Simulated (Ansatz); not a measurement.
**One shape, several levels: [OF2]+ (SMILES F[O+]F)**

Wanted: a comparison of 6 runs (UHF/STO-3G, UHSE06/STO-3G, UPBE/STO-3G, UPBE0/STO-3G, UMP2/STO-3G, UCCSDT(Q)/STO-3G) of [OF2]+. 

The results are computed with Ansatz 0.2.0.

16 further runs of the same task are left out: 13 that didn't finish, 3 set aside as unsound or not needed.

### Step 1. Starting point

[OF2]+: 3 atoms, total charge +1, spin state doublet. As SMILES, `F[O+]F`. The O2–F1 distance was set to 1.609 Å, away from the relaxed value.

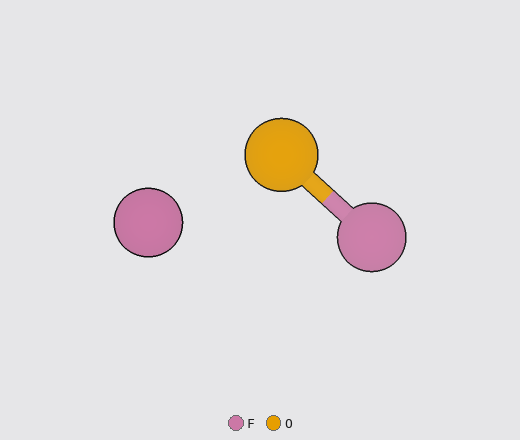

The structure, seen from a chosen angle (fluorine pink, oxygen amber).

### Step 2. A single-point energy at UHF/STO-3G (run 1)

Contents of input.yaml:

```yaml
crystal:
  periodic: [false, false, false]
  atoms:
    - {symbol: F, position_ang: [1.160267, -0.495457, 0.585326]}
    - {symbol: O, position_ang: [0.000600, 0.484920, 0.053430]}
    - {symbol: F, position_ang: [-0.928920, -0.185540, -0.532380]}
basis:
  gaussian: {orbitals: STO-3G}
total_charge: 1
magnetization: {spin_polarized: true, initial_magnetization: 1}
accuracy: high
hamiltonian: {xc: hf}
```

Launch:

```console
$ ansatz run input.yaml --threads 1 --pin off --max-ram 2610MiB --events-out events.jsonl --progress --plain --runs-dir runs
```

Standard output:

```text
Warning: RAYON_NUM_THREADS=1 ignored (pool sized by the plan → 1); use --threads N
Functional definition: HF
  name "HF"
  exchange = exact_x
  correlation = 0
250 factors; integrals over basis functions are off by at most 5.2e-8 eV
mean field evaluation 1: about -7321.0436 eV, gradient 3.0e1 eV
mean field evaluation 2: about -7321.1863 eV, gradient 3.0e1 eV
mean field evaluation 4: about -7329.3682 eV, gradient 5.2e0 eV
mean field evaluation 8: about -7330.8937 eV, gradient 1.9e0 eV
mean field evaluation 16: about -7331.8532 eV, gradient 3.2e-3 eV
mean field evaluation 32: about -7331.6336 eV, gradient 2.5e-2 eV
mean field evaluation 64: about -7331.7854 eV, gradient 7.8e-1 eV
mean field evaluation 96: about -7330.0428 eV, gradient 1.9e0 eV
mean field evaluation 128: about -7330.2142 eV, gradient 5.3e0 eV
mean field evaluation 160: about -7330.6870 eV, gradient 1.2e-1 eV
mean field evaluation 192: about -7330.1457 eV, gradient 8.7e-1 eV
mean field evaluation 224: about -7324.3876 eV, gradient 4.0e0 eV
mean field evaluation 256: about -7325.2644 eV, gradient 7.0e0 eV
mean field evaluation 288: about -7319.0123 eV, gradient 3.6e1 eV
mean field evaluation 320: about -7330.7476 eV, gradient 5.2e-5 eV
mean field evaluation 352: about -7326.3427 eV, gradient 1.5e1 eV
mean field -7331.84283846 eV, -269.4402546117 hartree, gradient 6.0e-8 eV, S^2 1.375158; 9 other end points of the search recorded, 0 dependent functions left out
reference -7331.84283846 eV, -269.4402546117 hartree; 13, 12 occupied and 2, 3 virtual orbitals, 250 factors
Total energy: -7331.84283846 eV, -269.4402546117 hartree
```

It took 0.51 s on 1 thread of Arm Neoverse V1, shared host.

### Step 3. A single-point energy at UHSE06/STO-3G (run 2)

Contents of job.yaml:

```yaml
crystal:
  periodic: [false, false, false]
  atoms:
    - symbol: F
      position_ang: [1.160267, -0.495457, 0.585326]
    - symbol: O
      position_ang: [0.000600, 0.484920, 0.053430]
    - symbol: F
      position_ang: [-0.928920, -0.185540, -0.532380]
basis:
  gaussian:
    orbitals: STO-3G
total_charge: 1
magnetization:
  spin_polarized: true
  initial_magnetization: 1
hamiltonian:
  xc: hse06
accuracy: high
```

Launch:

```console
$ ansatz run job.yaml --threads 1 --pin off --max-ram 2610MiB --events-out events.jsonl --progress --plain --runs-dir runs
```

Standard output:

```text
Warning: RAYON_NUM_THREADS=1 ignored (pool sized by the plan → 1); use --threads N
Functional definition: HSE06
  name "HSE06"
  parameter a = 0.25
  parameter omega = 0.11/bohr
  exchange = pbe_x - a*pbe_x_sr(omega) + a*exact_x_sr(omega)
  correlation = pbe_c
250 factors; integrals over basis functions are off by at most 5.2e-8 eV
39 factors; integrals over basis functions are off by at most 3.2e-10 eV
mean field evaluation 1: about -7348.6823 eV, gradient 2.5e1 eV
mean field evaluation 2: about -7190.1493 eV, gradient 1.1e2 eV
mean field evaluation 4: about -7351.8310 eV, gradient 1.3e1 eV
mean field evaluation 8: about -7353.2790 eV, gradient 4.0e-1 eV
mean field evaluation 16: about -7353.2886 eV, gradient 1.1e-2 eV
mean field evaluation 32: about -7353.0558 eV, gradient 1.6e0 eV
mean field -7353.28862265 eV, -270.2283726444 hartree, gradient 7.8e-8 eV, S^2 0.804266; 5 other end points of the search recorded, 0 dependent functions left out
reference -7353.28862319 eV, -270.2283726642 hartree; 13, 12 occupied and 2, 3 virtual orbitals, 250 factors
Total energy: -7353.28862319 eV, -270.2283726642 hartree
```

Wall time 2.4 s (1 thread of Arm Neoverse V1, shared host); peak memory 0.11 GiB.

Runs 3 to 5 aren't shown in full; the table further down has their settings and results.

### Step 4. A single-point energy at UCCSDT(Q)/STO-3G (run 6)

Contents of molecule.yaml:

```yaml
basis:
  gaussian: {orbitals: STO-3G}
crystal:
  periodic: [false, false, false]
  atoms:
    - {symbol: F, position_ang: [1.160267, -0.495457, 0.585326]}
    - {symbol: O, position_ang: [0.000600, 0.484920, 0.053430]}
    - {symbol: F, position_ang: [-0.928920, -0.185540, -0.532380]}
total_charge: 1
magnetization: {spin_polarized: true, initial_magnetization: 1}
correlation: {method: ccsdt_q, frozen_orbitals: {F: 1, O: 1}}
accuracy: high
scf: {omitted_lower_state_checks: [cluster_reference, increment]}
```

Launch:

```console
$ ansatz run molecule.yaml --threads 1 --pin off --max-ram 2610MiB --events-out events.jsonl --progress --plain --runs-dir runs
```

Standard output:

```text
Warning: RAYON_NUM_THREADS=1 ignored (pool sized by the plan → 1); use --threads N
[... 20 lines left out ...]
3 core orbitals not correlated: weight in the atoms' cores, before any rotation towards them, 1.000 or more for the frozen orbitals, at most 0.000 for the correlated occupied ones
[... 77 lines left out ...]
Total energy: -7335.87752506 eV, -269.5885266097 hartree
Checks for a lower state left out: cluster_reference, increment
```

Run time: 1.7 s. Hardware: 1 thread of Arm Neoverse V1, shared host; peak memory 0.098 GiB.

### Step 5. The series

```
run             level  frozen core orbitals  energy (Eh)   ⟨S²⟩  wall time
  1        UHF/STO-3G                     –  -269.440255  1.375     0.51 s
  2     UHSE06/STO-3G                     –  -270.228373  0.804      2.4 s
  3       UPBE/STO-3G                     –  -270.244519  0.750      2.6 s
  4      UPBE0/STO-3G                     –  -270.236684  0.809      1.8 s
  5       UMP2/STO-3G                     3  -269.508863  1.375     0.75 s
  6  UCCSDT(Q)/STO-3G                     3  -269.588527  1.375      1.7 s
```

### Step 6. What came out

| quantity | value |
| --- | --- |
| run 6: total energy | -269.58853 Eh |
| run 6: correlation energy (3 core orbitals frozen) | -148.3 mEh |
| run 6: ⟨S²⟩ of the reference determinant | 1.375 |
| run 6: T1 diagnostic | 0.083 |

Below the UHF energy at the same shape and in the same basis (STO-3G): UMP2 -68.6 mEh; UCCSDT(Q) -148.3 mEh. Totals of different functionals can't be ranked against each other. In runs 1, 2, 3, 4, 5, 6 the basis is minimal, so the values are rough. Spin contamination of the reference: run 1 ⟨S²⟩ = 1.38, run 5 ⟨S²⟩ = 1.38, run 6 ⟨S²⟩ = 1.38. Where it is this large, the reference is a mixture of spin states, and values that rest on it are in doubt. All runs together took 9.8 s, the longest 2.6 s.
